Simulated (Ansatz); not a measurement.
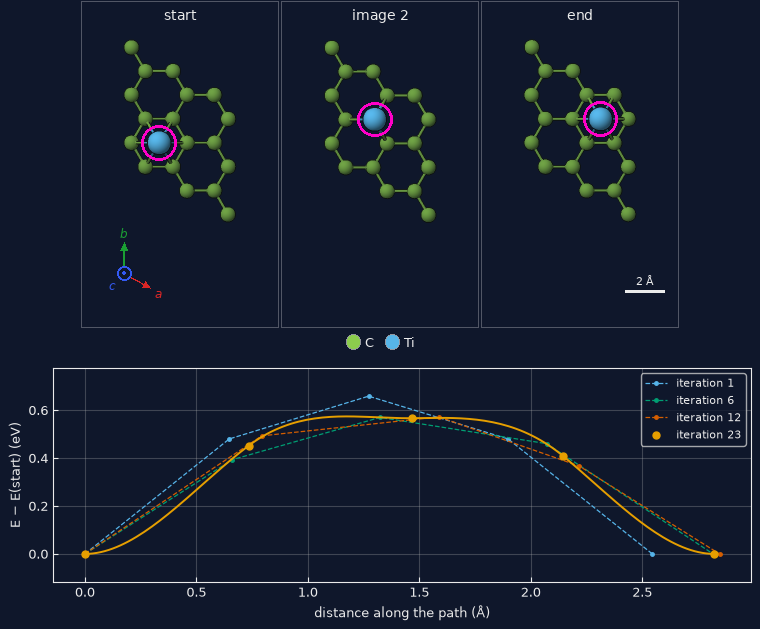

A search for the minimum-energy path of Ti on graphene monolayer (19 atoms in the cell) by the nudged elastic band. Images are numbered from 0 (start) to 4 (end). The plot follows the band through its iterations. A ball-and-stick model of the simulation cell, with the vacuum cut short (origin moved), seen along the c axis. The moving atom is ringed, with any periodic copies. Bonds to atoms that aren't drawn are left out.

These are results of DFT PBE, scalar-relativistic, plane waves, PAW (Ansatz 0.2.0), not measurements. Set-up: plane-wave cutoff 420 eV; k-point mesh 2 × 2 × 1; Fermi-Dirac smearing 0.05 eV; spin collinear; 3 movable images; climbing image; force threshold 0.03 eV/Å; iteration limit 80; starting path by image-dependent pair potential.

Judge this run.

The run is converged, with reservations. The band converged in 23 iterations. The climbing image converged on the top of the path. A check of its curvatures didn't confirm a first-order saddle. The first iteration put the highest image at 0.66 eV. The two ends have the same energy, and the highest point, image 2, lies 0.57 eV above the start.

Limits of the set-up: the k-point mesh is coarse for a cell with partly filled bands; the periodic images lie only 7.4 Å apart, so the values are limited by the cell's size.

Cost: 11 min on 2 threads of Intel(R) Xeon(R) Platinum 8488C (Sapphire Rapids), with other jobs on the host, peak memory 1.8 GiB.
